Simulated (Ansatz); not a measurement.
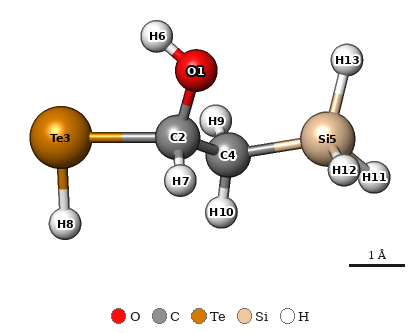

The structure (ball-and-stick view, seen at a tilt; atoms are numbered from 1 in the order of the input).

## Run report: C2H8OSiTe, phonon calculation

The run: phonon calculation of C2H8OSiTe. Method and program: RKS PBE0-D4/def2-SVP (Ansatz 0.2.0).

It belongs to a series of runs on one base structure; here: vibrations at the highest image of the band. Figures and captions count atoms from 1; the log counts them from 0 in places.

### The input
```yaml
crystal:
  periodic: [false, false, false]
  atoms:
    - { symbol: O, position_ang: [-0.034161, 0.327011, 1.726793] }
    - { symbol: C, position_ang: [0.656085, -0.289089, 0.677579] }
    - { symbol: Te, position_ang: [1.351631, -2.310218, 1.285531] }
    - { symbol: C, position_ang: [-0.196675, -0.322092, -0.570041] }
    - { symbol: Si, position_ang: [-1.026394, 1.355744, -0.911538] }
    - { symbol: H, position_ang: [-0.113404, -0.234925, 2.500685] }
    - { symbol: H, position_ang: [1.593496, 0.260381, 0.488392] }
    - { symbol: H, position_ang: [2.118384, -2.560219, -0.167967] }
    - { symbol: H, position_ang: [-0.996505, -1.076251, -0.479991] }
    - { symbol: H, position_ang: [0.414467, -0.601253, -1.443546] }
    - { symbol: H, position_ang: [-1.505926, 1.360438, -2.329385] }
    - { symbol: H, position_ang: [-0.041869, 2.467747, -0.741166] }
    - { symbol: H, position_ang: [-2.198828, 1.588025, -0.020344] }
basis:
  gaussian: { orbitals: def2-SVP }
hamiltonian:
  xc: pbe0
  dispersion: d4
phonons: {}
```

Hardware: 2 threads of Intel Xeon (Sapphire Rapids), 16 GiB of memory available, shared host.

Command:
```bash
ansatz run input.yaml --threads 2 --pin off --max-ram 3072MiB --backend cpu --events-out ev --progress --plain --runs-dir out
```

### The program's output
```
Engine: ansatz 0.2.0, x86_64-unknown-linux-gnu
Functional definition: PBE0
  parameter a = 0.25
  parameter kappa = 0.804
  parameter beta = 0.06672455060314922
  exchange = (1 - a)*pbe_x(kappa = kappa, mu = beta*pi^2/3) + a*exact_x
  correlation = pbe_c(beta = beta)
1469 factors; integrals over basis functions are off by at most 3.1e-4 eV
mean field evaluation 1: about -19402.2260 eV, gradient 5.0e1 eV
mean field evaluation 2: about -19396.4380 eV, gradient 7.0e1 eV
mean field evaluation 4: about -19407.7900 eV, gradient 3.4e0 eV
mean field evaluation 8: about -19407.8501 eV, gradient 1.8e-1 eV
mean field evaluation 16: about -19407.8502 eV, gradient 2.8e-5 eV
mean field -19407.85020584 eV, -713.2253399512 hartree, gradient 2.8e-5 eV, S^2 0.000000; 0 other end points of the search recorded, 0 dependent functions left out
the calculation of the forces begins
reference -19407.85023553 eV, -713.2253410424 hartree; 33, 33 occupied and 93, 93 virtual orbitals, 1469 factors
these checks for a lower state are left out or cut short: stability, starts, cluster_reference, orbital_swaps, neighbouring_geometries, increment
1469 factors; integrals over basis functions are off by at most 3.1e-4 eV
mean field -19407.85014691 eV, -713.2253377856 hartree, gradient 2.8e-6 eV, S^2 0.000000; 0 other end points of the search recorded, 0 dependent functions left out
[... from here on the field's lines of each further geometry are left out, up to the last ...]
the calculation of the forces begins
reference -19407.85020417 eV, -713.2253398900 hartree; 33, 33 occupied and 93, 93 virtual orbitals, 1469 factors
these checks for a lower state are left out or cut short: stability, starts, cluster_reference, orbital_swaps, neighbouring_geometries, increment
1469 factors; integrals over basis functions are off by at most 3.1e-4 eV
mean field -19407.85018780 eV, -713.2253392885 hartree, gradient 9.8e-6 eV, S^2 0.000000; 0 other end points of the search recorded, 0 dependent functions left out
the calculation of the forces begins
reference -19407.85021750 eV, -713.2253403797 hartree; 33, 33 occupied and 93, 93 virtual orbitals, 1469 factors
WARN: phonons: modes at or below zero, which the zero-point energy, F, S and C_V leave out: 2, the lowest at -524.31 cm⁻¹. A minimum has none, and a first-order saddle one
Total energy: -19408.13542164 eV, -713.2358214385 hartree
Atom 0 at    -0.034161     0.327011     1.726793 Å, force    -0.009183     0.002619    -0.002441 eV/Å
Atom 1 at     0.656085    -0.289089     0.677579 Å, force    -0.002305    -0.006879     0.007714 eV/Å
Atom 2 at     1.351631    -2.310218     1.285531 Å, force     0.009430    -0.001730     0.001157 eV/Å
Atom 3 at    -0.196675    -0.322092    -0.570041 Å, force     0.006649     0.004537    -0.002366 eV/Å
Atom 4 at    -1.026394     1.355744    -0.911538 Å, force    -0.003018     0.003860    -0.002598 eV/Å
Atom 5 at    -0.113404    -0.234925     2.500685 Å, force     0.000399    -0.002206     0.004635 eV/Å
Atom 6 at     1.593496     0.260381     0.488392 Å, force    -0.000728     0.000562    -0.004998 eV/Å
Atom 7 at     2.118384    -2.560219    -0.167967 Å, force    -0.004182    -0.000663    -0.000272 eV/Å
Atom 8 at    -0.996505    -1.076251    -0.479991 Å, force     0.002866    -0.001470     0.003360 eV/Å
Atom 9 at     0.414467    -0.601253    -1.443546 Å, force    -0.003713     0.001327    -0.001730 eV/Å
Atom 10 at    -1.505926     1.360438    -2.329385 Å, force    -0.001228     0.001469    -0.000753 eV/Å
Atom 11 at    -0.041869     2.467747    -0.741166 Å, force     0.003034    -0.001255    -0.000942 eV/Å
Atom 12 at    -2.198828     1.588025    -0.020344 Å, force     0.001979    -0.000169    -0.000766 eV/Å
Dipole moment:     0.061735    -0.175130    -0.008044 e Å
Vibrations: -524.31 -119.37 69.20 127.77 164.27 197.90 245.20 430.27 532.22 540.73 610.77 657.31 753.32 845.11 918.04 941.89 953.42 987.12 1107.42 1132.64 1192.14 1212.72 1298.44 1387.14 1420.59 2157.28 2222.78 2233.05 2254.67 3071.54 3079.54 3139.53 3925.27 cm⁻¹, zero-point energy 2.467862 eV
```

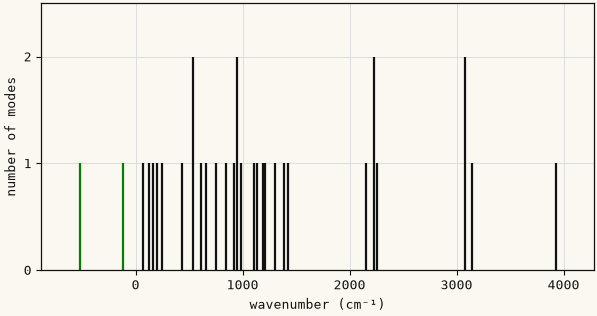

Harmonic vibrational wavenumbers from the force constants; neighbouring modes closer than 20 cm⁻¹ are counted in one stick, and imaginary ones are drawn at negative wavenumbers. 33 modes from 524i to 3925 cm⁻¹, 2 imaginary beyond 8i (524i, 119i cm⁻¹): not a minimum.

### Results in brief

- outcome: converged
- total energy: −19408.1354 eV
- mean-field energy: −19407.8502 eV
- largest force (length of the vector): 0.011 eV/Å
- wall time: 3.5 min (CPU time 6.6 min)
- peak memory: 0.36 GiB
